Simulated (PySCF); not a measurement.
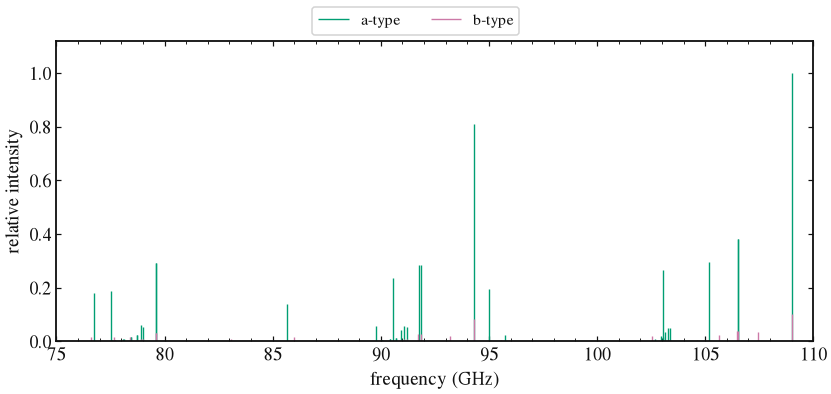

C₃H₅N (1-azetine), SMILES C1=NCC1. Simulated rotational absorption lines between 75 and 110 GHz at 20 K: rigid rotor with the equilibrium constants and dipole of one optimised conformer (PBE0-D3(BJ)/def2-SVP, PySCF 2.14.0), commonest isotopes; no centrifugal distortion, hyperfine structure, internal rotation or nuclear-spin weights; lines within 1 MHz of each other are summed. Lines of different type are drawn apart.

### What are the rotational constants, and what kind of rotor is it?

Rotational constants A, B, C = 14.10, 12.84, 7.352 GHz; Ray's κ = 0.63, an asymmetric top on the oblate side.

### Which dipole components drive the lines?

|μa|, |μb|, |μc| = 2.20, 0.71, 0.00 D; a-type lines carry 91 % of the intensity in this range.

Note: coarse grid, loose stop and no frequency check, small forces are noise and the end may be a saddle.
